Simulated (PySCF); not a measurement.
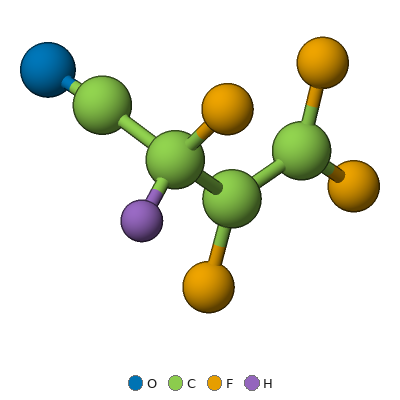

Structure of C₄HF₄O⁺, SMILES [O+]#C[C@H](F)C(F)=C(F)F.

Vertical TDDFT excitations, PBE0/def2-SVPD in PySCF, at a GFN2-xTB geometry (no frequency check), gas phase.

**Where does it absorb, and how strongly?**

The lowest singlet lies at 2.94 eV (422 nm, f = 0.014); the brightest of the first 6 is S2 at 4.00 eV (310 nm), f = 0.124, mainly HOMO → LUMO+1 (87 %). 1 singlet level lies below 3.1 eV (beyond 400 nm), with f up to 0.014, so it absorbs visible or near-infrared light.


| state | E (eV) | λ (nm) | f | main character |
| --- | --- | --- | --- | --- |
| S1 | 2.94 | 422 | 0.014 | HOMO → LUMO (88 %) |
| S2 | 4.00 | 310 | 0.124 | HOMO → LUMO+1 (87 %) |
| S3 | 6.03 | 205 | 0.002 | HOMO−1 → LUMO (97 %) |
| S4 | 6.73 | 184 | 0.001 | HOMO−2 → LUMO (95 %) |
| S5 | 6.91 | 179 | 0.013 | HOMO → LUMO+3 (86 %) |
| S6 | 7.17 | 173 | 0.094 | HOMO−1 → LUMO+1 (88 %) |

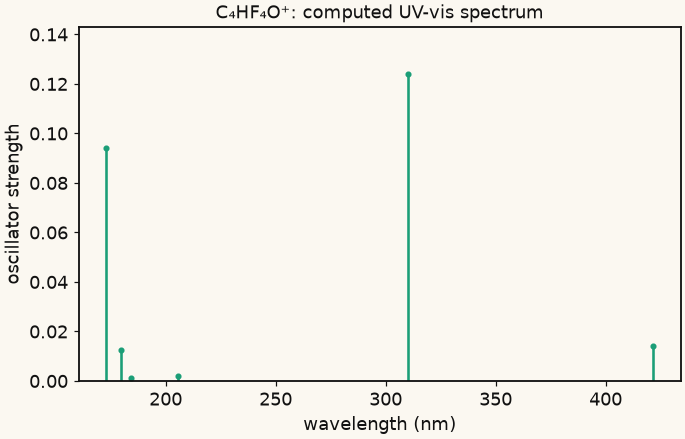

Only the first 6 singlet excitations are included.

Caveats: the tight-binding geometry is rougher than a DFT one and adds to the error; one conformer of a flexible molecule; core orbitals are frozen in the response.
